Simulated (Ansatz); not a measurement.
**revPBE/def2-SVP run of CH3BClFO (SMILES OC(F)BCl)**

What is the vertical ionisation energy of CH3BClFO at revPBE/def2-SVP? 

Program for the calculation: Ansatz 0.2.0.

136 further runs of the same task are left out: 136 set aside as unsound or not needed.

### Step 1. The molecule

The species is CH3BClFO (8 atoms), meant as a singlet with charge 0. As SMILES, `OC(F)BCl`. Geometry: relaxed at PBE0-D4/def2-TZVP. This is one conformer, not always the lowest.

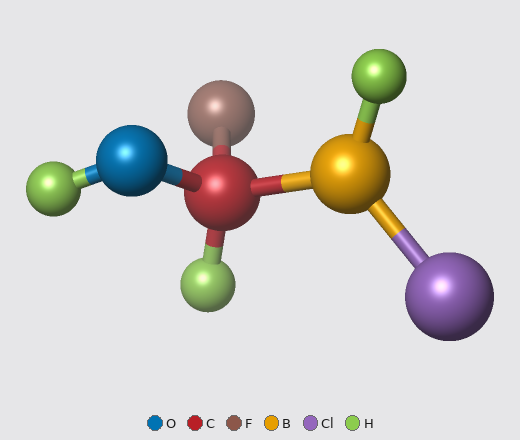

Viewed from a chosen angle; oxygen blue, carbon red, fluorine brown, boron amber, chlorine purple, hydrogen green.

### Step 2. A single-point energy at revPBE/def2-SVP

Contents of job.yaml:

```yaml
basis:
  gaussian:
    orbitals: def2-SVP
crystal:
  periodic: [false, false, false]
  atoms:
    - {symbol: O, position_ang: [-0.045500, 0.346900, 1.395700]}
    - {symbol: C, position_ang: [0.458900, 0.058800, 0.147300]}
    - {symbol: F, position_ang: [1.315100, -1.045400, 0.209200]}
    - {symbol: B, position_ang: [-0.767200, -0.356700, -0.774700]}
    - {symbol: Cl, position_ang: [-1.105700, 0.541100, -2.217200]}
    - {symbol: H, position_ang: [0.620500, 0.802400, 1.920200]}
    - {symbol: H, position_ang: [1.073200, 0.877500, -0.246600]}
    - {symbol: H, position_ang: [-1.457200, -1.281600, -0.489900]}
hamiltonian:
  xc: {name: revPBE}
accuracy: high
output:
  orbitals: {seedname: orbitals}
```

Command:

```bash
$ ansatz run job.yaml --threads 1 --pin off --max-ram 3480MiB --events-out events.jsonl --progress --plain --runs-dir runs
```

The program printed:

```text
Warning: RAYON_NUM_THREADS=1 ignored (pool sized by the plan → 1); use --threads N
Functional definition: revPBE
  name "revPBE"
  parameter kappa = 1.245
  parameter beta = 0.06672455060314922
  exchange = pbe_x(kappa = kappa, mu = beta*pi^2/3)
  correlation = pbe_c(beta = beta)
2019 factors; integrals over basis functions are off by at most 3.7e-9 eV
mean field evaluation 1: about -19030.9781 eV, gradient 4.8e1 eV
mean field evaluation 2: about -19020.2437 eV, gradient 8.6e1 eV
mean field evaluation 4: about -19035.7681 eV, gradient 6.7e0 eV
mean field evaluation 8: about -19035.8607 eV, gradient 7.4e-1 eV
mean field evaluation 16: about -19035.8618 eV, gradient 1.2e-5 eV
mean field -19035.86176159 eV, -699.5550167678 hartree, gradient 1.5e-8 eV, S^2 0.000000; 0 other end points of the search recorded, 0 dependent functions left out
reference -19035.86176520 eV, -699.5550169005 hartree; 24, 24 occupied and 65, 65 virtual orbitals, 2019 factors
Total energy: -19035.86176520 eV, -699.5550169005 hartree
```

Wall time 5.4 s (1 thread of Arm Neoverse V2, shared host); peak memory 0.22 GiB.

### Step 3. The doublet cation

job.yaml, as its differences from that of step 2:

```diff
@@ -14,2 +14,6 @@
     - {symbol: H, position_ang: [-1.457200, -1.281600, -0.489900]}
+total_charge: 1
+magnetization:
+  spin_polarized: true
+  initial_magnetization: 1
 hamiltonian:
```

Command:

```bash
$ ansatz run job.yaml --threads 1 --pin off --max-ram 3480MiB --events-out events.jsonl --progress --plain --runs-dir runs
```

The program printed, cut to the lines that bear on the results:

```text
Warning: RAYON_NUM_THREADS=1 ignored (pool sized by the plan → 1); use --threads N
[... 6 set-up lines as earlier in the session ...]
2018 factors; integrals over basis functions are off by at most 3.7e-9 eV
mean field evaluation 1: about -19008.7155 eV, gradient 5.9e1 eV
mean field evaluation 2: about -18820.1653 eV, gradient 1.7e2 eV
mean field evaluation 4: about -19016.9211 eV, gradient 4.2e1 eV
mean field evaluation 8: about -19025.5395 eV, gradient 4.7e0 eV
mean field evaluation 16: about -19025.7207 eV, gradient 5.7e-3 eV
mean field evaluation 32: about -19024.3961 eV, gradient 8.3e0 eV
mean field -19025.72065419 eV, -699.1823379447 hartree, gradient 6.8e-8 eV, S^2 0.751112; 5 other end points of the search recorded, 0 dependent functions left out
reference -19025.72065769 eV, -699.1823380733 hartree; 24, 23 occupied and 65, 66 virtual orbitals, 2018 factors
Total energy: -19025.72065769 eV, -699.1823380733 hartree
```

It took 12 s on 1 thread of Arm Neoverse V2, shared host; peak memory 0.29 GiB.

### Step 4. Summary of results

Level: revPBE/def2-SVP.

```
                                          quantity          value
                    singlet CH3BClFO: total energy  -699.55502 Eh
                     singlet CH3BClFO: HOMO energy       -6.82 eV
                     singlet CH3BClFO: LUMO energy       -2.47 eV
                   singlet CH3BClFO: HOMO–LUMO gap        4.35 eV
                      doublet cation: total energy  -699.18234 Eh
doublet cation: HOMO energy (highest over α and β)      -13.68 eV
 doublet cation: LUMO energy (lowest over α and β)      -13.45 eV
                              doublet cation: ⟨S²⟩          0.751
vertical ionisation energy (to the doublet cation)      10.141 eV
```

Removing an electron at fixed nuclei costs 10.14 eV (234 kcal/mol). The negative HOMO energy of the first species, 6.82 eV, lies 3.32 eV below that difference.
